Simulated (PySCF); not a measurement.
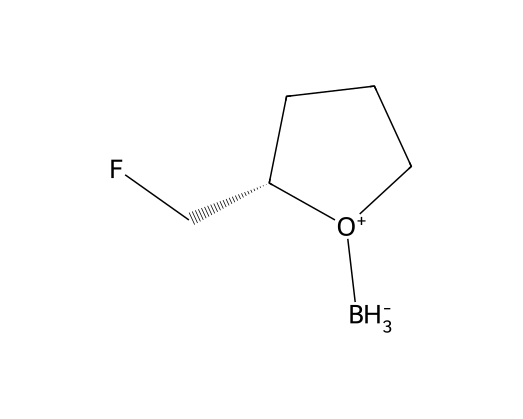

The geometry was computed by an optimisation with PBE0-D3(BJ)/def2-SVP. No frequency run is at hand to confirm it as a minimum. Program: PySCF 2.14.0.

Tabulate HOMO–LUMO gap (eV), dipole (D) at these levels: B3LYP/def2-SVPD; B3LYP/def2-SVPD in acetonitrile (IEF-PCM); B3LYP/def2-SVPD in dimethylsulfoxide (IEF-PCM); PBE0/pcSseg-1 in acetonitrile (IEF-PCM); PBE0/pcSseg-1 in dimethylsulfoxide (IEF-PCM).

```
                                         level  HOMO–LUMO gap (eV)  dipole (D)
                               B3LYP/def2-SVPD                7.49        4.91
     B3LYP/def2-SVPD in acetonitrile (IEF-PCM)                8.26        6.12
B3LYP/def2-SVPD in dimethylsulfoxide (IEF-PCM)                8.26        6.13
       PBE0/pcSseg-1 in acetonitrile (IEF-PCM)                9.24        6.12
  PBE0/pcSseg-1 in dimethylsulfoxide (IEF-PCM)                9.25        6.13
```
